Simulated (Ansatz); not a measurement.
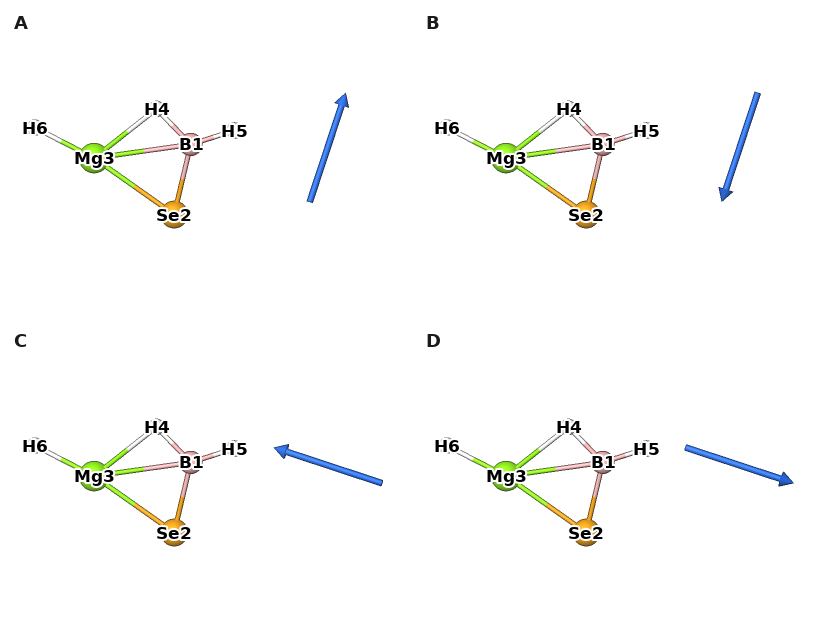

The same molecule four times, each with an arrow. The computed structure is the end point of a PBE-D4/def2-SVP optimisation. No frequency run is at hand to confirm it as a minimum. Method: RKS PBE-D4/def2-SVP (Ansatz 0.2.0).

### Which arrow points along the dipole moment, from the negative to the positive end?

C. The dipole moment is 0.35 D; it points from the side of H5 to the side of H6 (the outermost atoms at the two ends).
